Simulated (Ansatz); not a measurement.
MoSi2: response to strain

Take MoSi2 (space group I4/mmm, No. 139; a = 3.2022 Å, c = 7.8195 Å) as the base.

Strains are applied to the cell and any free atomic positions relax.

Level of theory: r2SCAN (Ansatz, a first-principles code; PAW; 500 eV plane waves; no SOC), earlier PAW set.

Notes on the quantities. energy relative to the base: free energy F.

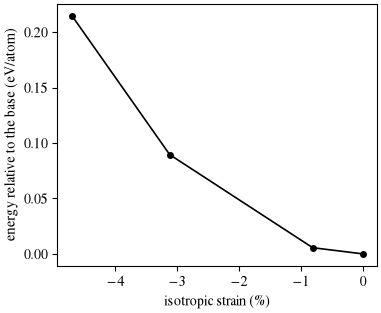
Figure: Energy relative to the base against isotropic strain

Q: From the plot, what is the energy relative to the base for isotropic strain −3.12 %?

A: About 0.09 eV/atom.

Q: Is the trend monotonic over the range shown?

A: Yes, it falls throughout, spanning 0 meV/atom to +0.215 eV/atom.

A case with no gap was solved on a k-mesh chosen for an insulator, which is coarse for it. Stability against distortions was not tested. All final runs are without spin polarisation.
